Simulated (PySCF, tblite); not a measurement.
# C4H7PSi: vibronic structure

Aim: compute the vibronic structure of C4H7PSi (`[SiH3]c1cc[pH]c1`).

Computed with tblite 0.8.0 and PySCF 2.14.0 and routines of our own; the level stands in each step. Atoms count from 0.

## (1) The system as given

13 atoms, charge 0, multiplicity 1; geometry from: force field or distance geometry start.

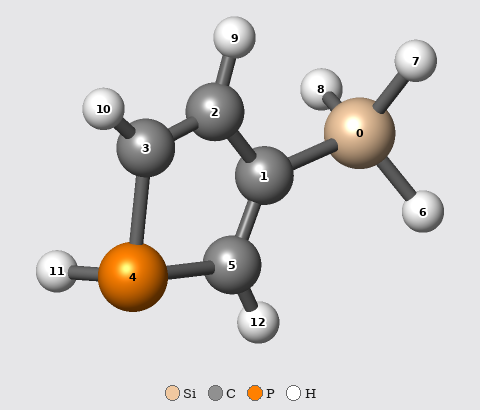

The starting geometry (silicon light orange, carbon grey, phosphorus orange, hydrogen white).

## (2) Relaxing the molecule with GFN2-xTB

What the job is given:

```
{"job": {"kind": "relax", "xc": "GFN2-xTB", "basis": "xTB"}, "charge": 0, "multiplicity": 1}
Si    -2.078300    -0.054900     0.295700
C     -0.289500    -0.165400    -0.018000
C      0.443600     0.973200    -0.535000
C      1.751400     0.816200    -0.733400
P      2.258200    -0.923500    -0.234400
C      0.470400    -1.255800     0.223800
H     -2.704200    -1.400300     0.290400
H     -2.733100     0.780500    -0.746600
H     -2.339000     0.576000     1.617200
H     -0.063100     1.914700    -0.760700
H      2.411400     1.574300    -1.106200
H      2.755100    -0.638900     1.053200
H      0.112800    -2.195600     0.636400
```

Launch:

```console
$ OMP_NUM_THREADS=1 python excited_run.py task.json out
```

This one command runs all jobs of the session in turn.

Standard output:

```text
step      E/eV     max force
  0    -443.96399    2.111
  1    -444.08159    0.930
  2    -444.12551    0.607
  3    -444.14574    0.404
  4    -444.16822    0.270
  5    -444.17603    0.218
  6    -444.17892    0.155
  7    -444.18148    0.148
  8    -444.18457    0.177
  9    -444.18638    0.087
 10    -444.18699    0.048
 11    -444.18727    0.044
 12    -444.18759    0.055
 13    -444.18796    0.066
 14    -444.18834    0.059
 15    -444.18870    0.045
 16    -444.18901    0.053
 17    -444.18922    0.039
 18    -444.18934    0.025
 19    -444.18943    0.026
 20    -444.18956    0.036
 21    -444.18976    0.045
 22    -444.18999    0.040
 23    -444.19017    0.026
 24    -444.19026    0.025
 25    -444.19032    0.030
 26    -444.19040    0.031
 27    -444.19047    0.023
 28    -444.19053    0.020
 29    -444.19057    0.016
 30    -444.19060    0.014
 31    -444.19063    0.017
 32    -444.19066    0.014
 33    -444.19068    0.012
 34    -444.19071    0.014
 35    -444.19073    0.016
 36    -444.19077    0.021
 37    -444.19080    0.022
 38    -444.19084    0.015
 39    -444.19088    0.015
 40    -444.19092    0.016
 41    -444.19096    0.023
 42    -444.19100    0.024
 43    -444.19104    0.015
 44    -444.19107    0.016
 45    -444.19110    0.019
 46    -444.19114    0.025
 47    -444.19119    0.027
 48    -444.19125    0.021
 49    -444.19130    0.022
 50    -444.19134    0.019
 51    -444.19140    0.026
 52    -444.19147    0.027
 53    -444.19154    0.027
 54    -444.19162    0.029
 55    -444.19174    0.043
 56    -444.19195    0.062
 57    -444.19222    0.066
 58    -444.19253    0.051
 59    -444.19282    0.050
 60    -444.19311    0.057
 61    -444.19346    0.072
 62    -444.19384    0.068
 63    -444.19329    0.127
 64    -444.19428    0.056
 65    -444.19449    0.030
 66    -444.19470    0.032
 67    -444.19521    0.089
 68    -444.19566    0.064
 69    -444.19590    0.048
 70    -444.19613    0.025
 71    -444.19619    0.024
 72    -444.19622    0.022
 73    -444.19633    0.017
 74    -444.19639    0.020
 75    -444.19646    0.021
 76    -444.19651    0.025
 77    -444.19660    0.033
 78    -444.19673    0.036
 79    -444.19690    0.028
 80    -444.19702    0.018
 81    -444.19707    0.019
 82    -444.19710    0.019
 83    -444.19714    0.019
 84    -444.19722    0.018
 85    -444.19734    0.019
 86    -444.19740    0.017
 87    -444.19744    0.012
 88    -444.19746    0.009
```

Wall time 0.73 s (1 thread of Arm Neoverse N1, shared host); peak memory 0.18 GiB.

Relaxation path: (not every step is listed)

| step | energy from step 0 (eV) | largest force (eV/Å) |
| --- | --- | --- |
| 0 | 0.0000 | 2.1111 |
| 1 | -0.1176 | 0.9297 |
| 2 | -0.1615 | 0.6074 |
| 3 | -0.1817 | 0.4041 |
| 4 | -0.2042 | 0.2700 |
| 5 | -0.2120 | 0.2177 |
| 6 | -0.2149 | 0.1545 |
| 7 | -0.2175 | 0.1476 |
| 8 | -0.2206 | 0.1773 |
| 15 | -0.2247 | 0.0447 |
| 22 | -0.2260 | 0.0405 |
| 29 | -0.2266 | 0.0160 |
| 36 | -0.2268 | 0.0206 |
| 43 | -0.2270 | 0.0150 |
| 50 | -0.2274 | 0.0193 |
| 57 | -0.2282 | 0.0665 |
| 64 | -0.2303 | 0.0557 |
| 71 | -0.2322 | 0.0242 |
| 78 | -0.2327 | 0.0362 |
| 83 | -0.2331 | 0.0188 |
| 84 | -0.2332 | 0.0177 |
| 85 | -0.2333 | 0.0189 |
| 86 | -0.2334 | 0.0167 |
| 87 | -0.2334 | 0.0120 |
| 88 | -0.2335 | 0.0091 |

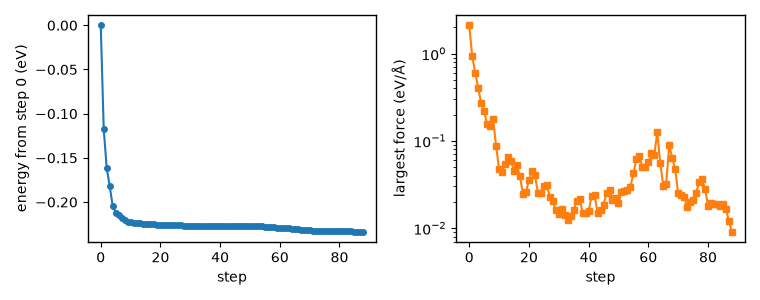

Energy and force, step by step.

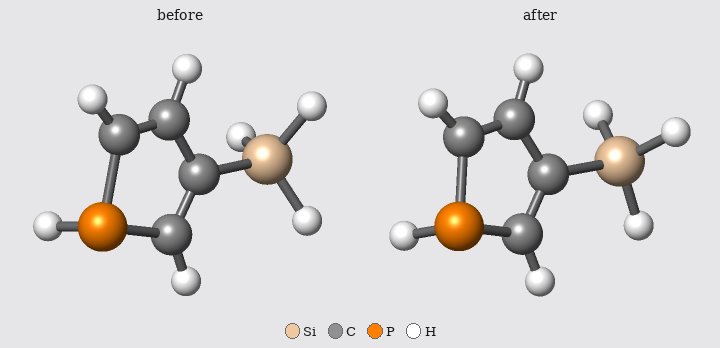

The geometry before (left) and after (right).

Distances of close pairs at the start and the end, largest changes first:

| bond | before (Å) | after (Å) | change (Å) |
| --- | --- | --- | --- |
| C3–P4 | 1.879 | 1.803 | -0.077 |
| P4–C5 | 1.875 | 1.803 | -0.072 |
| Si0–C1 | 1.819 | 1.881 | +0.062 |
| Si0–H7 | 1.488 | 1.465 | -0.022 |
| Si0–H8 | 1.487 | 1.466 | -0.022 |
| Si0–H6 | 1.484 | 1.463 | -0.021 |
| C2–H9 | 1.093 | 1.079 | -0.013 |
| P4–H11 | 1.409 | 1.396 | -0.013 |

The final coordinates are the input of the step that follows.

## (3) Infrared spectrum with GFN2-xTB

What the job is given:

```
{"job": {"kind": "ir", "xc": "GFN2-xTB", "basis": "xTB"}, "charge": 0, "multiplicity": 1}
Si    -2.147181    -0.062387     0.302389
C     -0.293477    -0.124742    -0.012463
C      0.459836     1.042949    -0.413015
C      1.777477     0.834979    -0.581098
P      2.188250    -0.912289    -0.410965
C      0.491030    -1.218808     0.115858
H     -2.587519    -1.357948     0.819421
H     -2.833060     0.241986    -0.956170
H     -2.417227     1.000885     1.274608
H     -0.021867     2.000963    -0.535750
H      2.495274     1.578481    -0.884142
H      2.744696    -0.826223     0.866705
H      0.139380    -2.197360     0.396894
```

Standard output:

```text
mode    cm-1     km/mol
  1      53.7      0.15
  2     141.0      1.22
  3     192.5      0.15
  4     296.8      7.03
  5     392.8      4.18
  6     445.5      9.10
  7     538.8     56.44
  8     559.7     33.40
  9     579.6     49.74
 10     667.9      3.08
 11     694.4      5.17
 12     765.7     81.94
 13     775.6    163.94
 14     785.4    219.57
 15     787.0    257.25
 16     793.1    130.92
 17     802.6     15.65
 18     819.7      7.56
 19     874.1     21.51
 20     882.7     13.82
 21    1079.1      3.83
 22    1092.3      0.44
 23    1182.7     14.40
 24    1304.1     13.11
 25    1482.6     24.58
 26    1565.6     14.82
 27    2244.0    361.86
 28    2250.9    205.95
 29    2258.7    148.65
 30    2271.0    293.81
 31    3076.9     35.49
 32    3095.9     12.21
 33    3100.7     25.93
```

Wall time 0.57 s (1 thread of Arm Neoverse N1, shared host); peak memory 0.18 GiB.

Which atoms move in the most intense modes:

| cm⁻¹ | km/mol | atoms |
| --- | --- | --- |
| 776 | 163.9 | H6 56 %, H8 28 %, H7 11 % |
| 785 | 219.6 | H7 39 %, H8 23 %, H6 21 % |
| 787 | 257.2 | H7 19 %, H8 19 %, C3 14 %, H12 11 % |
| 793 | 130.9 | C5 19 %, H8 14 %, H7 14 %, H12 12 % |
| 2244 | 361.9 | H8 79 %, H7 16 % |
| 2251 | 205.9 | H7 79 %, H8 17 % |
| 2259 | 148.7 | H11 96 % |
| 2271 | 293.8 | H6 97 % |

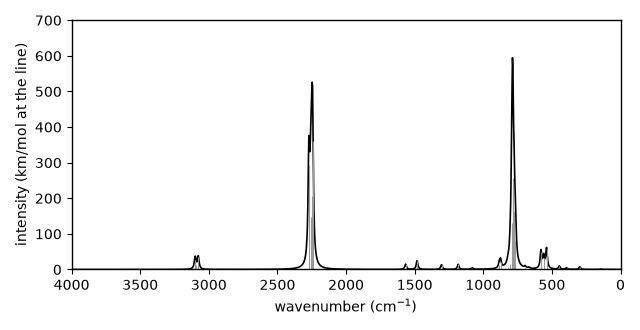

The infrared spectrum from these modes, unscaled. Lines are broadened to a width of 14 cm⁻¹ (Lorentzian).

## (4) Vibronic structure: TDDFT CAM-B3LYP/def2-SVP

Settings changed since step 3:

```diff
@@ -1,2 +1,2 @@
-{"job": {"kind": "ir", "xc": "GFN2-xTB", "basis": "xTB"}, "charge": 0, "multiplicity": 1}
+{"job": {"kind": "vib", "xc": "CAM-B3LYP", "basis": "def2-SVP", "tda": false}, "charge": 0, "multiplicity": 1}
 Si    -2.147181    -0.062387     0.302389
```

Method: TDDFT CAM-B3LYP/def2-SVP vertical-gradient vibronic structure (displaced harmonic oscillators, Condon), gas phase.

Standard output:

```text
final grid: 50848 points
cycle   1  E = -787.0079605130  dE =  8.524e-01  |g| = 2.825e-01  |ddm| = 3.847e+00
cycle   2  E = -787.0188062568  dE = -1.085e-02  |g| = 2.355e-01  |ddm| = 6.342e-01
cycle   3  E = -787.0341320268  dE = -1.533e-02  |g| = 4.639e-02  |ddm| = 3.301e-01
cycle   4  E = -787.0346931471  dE = -5.611e-04  |g| = 2.547e-02  |ddm| = 8.995e-02
cycle   5  E = -787.0348653910  dE = -1.722e-04  |g| = 4.958e-03  |ddm| = 3.293e-02
cycle   6  E = -787.0348741782  dE = -8.787e-06  |g| = 9.328e-04  |ddm| = 8.175e-03
cycle   7  E = -787.0348750725  dE = -8.944e-07  |g| = 4.465e-04  |ddm| = 3.350e-03
cycle   8  E = -787.0348751951  dE = -1.225e-07  |g| = 1.567e-04  |ddm| = 1.278e-03
cycle   9  E = -787.0348752094  dE = -1.429e-08  |g| = 6.220e-05  |ddm| = 4.787e-04
cycle  10  E = -787.0348752109  dE = -1.573e-09  |g| = 2.420e-05  |ddm| = 1.304e-04
cycle  11  E = -787.0348752111  dE = -2.124e-10  |g| = 9.102e-06  |ddm| = 4.780e-05
converged SCF energy = -787.0348752111

Singlet excitations (eV, f): 4.943 (0.0396)  5.253 (0.1026)  6.427 (0.0204)  6.881 (0.0017)  7.138 (0.0168)  7.370 (0.0096)

State S1  4.9434 eV  f = 0.03957  H->L 0.96
  relaxed dipole 1.253 D, largest gradient of the excitation energy 0.1026 Eh/bohr
  mode    cm-1        S   lambda/meV  Raman
   25   1482.6    1.9623     360.7   1.000
   10    667.9    0.9860      81.6   0.102
   29   2258.7    0.1292      36.2   0.153
    9    579.6    0.4169      30.0   0.032
   24   1304.1    0.1608      26.0   0.063
    1     53.7    3.2954      22.0   0.002
   15    787.0    0.2140      20.9   0.031
    5    392.8    0.4006      19.5   0.014
    8    559.7    0.2071      14.4   0.015
    4    296.8    0.3469      12.8   0.007
   23   1182.7    0.0856      12.5   0.028
    7    538.8    0.1560      10.4   0.010
  reorganisation energy 0.6997 eV, total S 8.910, 0-0 4.2438 eV
  absorption maximum 4.882 eV, width 0.768 eV

State S2  5.2534 eV  f = 0.10256  H-1->L 0.92
  relaxed dipole 1.439 D, largest gradient of the excitation energy 0.0647 Eh/bohr
  mode    cm-1        S   lambda/meV  Raman
   10    667.9    2.2864     189.3   1.000
    8    559.7    1.5222     105.6   0.468
    4    296.8    2.7630     101.7   0.239
    9    579.6    1.2754      91.7   0.420
   18    819.7    0.7859      79.9   0.518
   25   1482.6    0.3624      66.6   0.781
    5    392.8    1.3297      64.8   0.201
    2    141.0    2.8902      50.5   0.056
   29   2258.7    0.1004      28.1   0.502
   16    793.1    0.2698      26.5   0.166
   24   1304.1    0.1591      25.7   0.265
   15    787.0    0.1831      17.9   0.111
  reorganisation energy 0.9020 eV, total S 14.657, 0-0 4.3514 eV
  absorption maximum 5.213 eV, width 0.698 eV

State S3  6.4273 eV  f = 0.02038  H-2->L 0.75, H-3->L 0.14
  relaxed dipole 1.945 D, largest gradient of the excitation energy 0.0731 Eh/bohr
  mode    cm-1        S   lambda/meV  Raman
   23   1182.7    0.4459      65.4   0.971
   24   1304.1    0.3344      54.1   0.886
   25   1482.6    0.2922      53.7   1.000
    2    141.0    2.8886      50.5   0.089
   11    694.4    0.5181      44.6   0.389
   26   1565.6    0.2061      40.0   0.787
   20    882.7    0.3583      39.2   0.435
    9    579.6    0.5326      38.3   0.279
    4    296.8    0.7928      29.2   0.109
   19    874.1    0.2185      23.7   0.260
    1     53.7    3.4707      23.1   0.016
   17    802.6    0.1395      13.9   0.140
  reorganisation energy 0.5357 eV, total S 10.901, 0-0 5.8916 eV
  absorption maximum 6.368 eV, width 0.596 eV

State T1  3.0529 eV  f = 0.00000  H->L 0.94
  relaxed dipole 0.984 D, largest gradient of the excitation energy 0.1199 Eh/bohr
  mode    cm-1        S   lambda/meV  Raman
   25   1482.6    2.6817     492.9   1.000
   24   1304.1    0.2996      48.4   0.086
   10    667.9    0.4121      34.1   0.031
    9    579.6    0.3105      22.3   0.018
   23   1182.7    0.1385      20.3   0.033
    8    559.7    0.2620      18.2   0.014
    5    392.8    0.3484      17.0   0.009
    7    538.8    0.1789      11.9   0.009
    1     53.7    1.6887      11.3   0.001
   22   1092.3    0.0667       9.0   0.013
   21   1079.1    0.0620       8.3   0.012
    4    296.8    0.1991       7.3   0.003
  reorganisation energy 0.7304 eV, total S 6.921, 0-0 2.3226 eV
  absorption maximum 3.055 eV, width 0.808 eV
```

Run time: 47 s. Hardware: 1 thread of Arm Neoverse N1, shared host; peak memory 0.75 GiB.

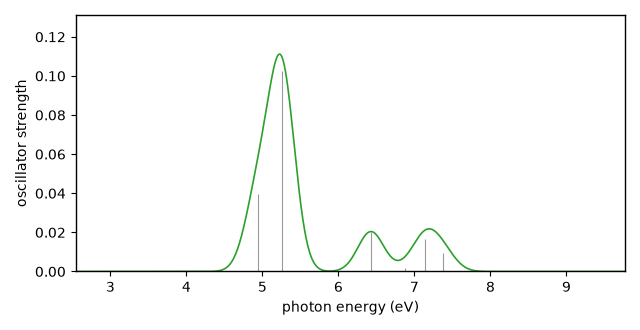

Absorption lines of the singlets. Lines are broadened to a width of 0.40 eV (Gaussian).

[end of part 1 of 2]
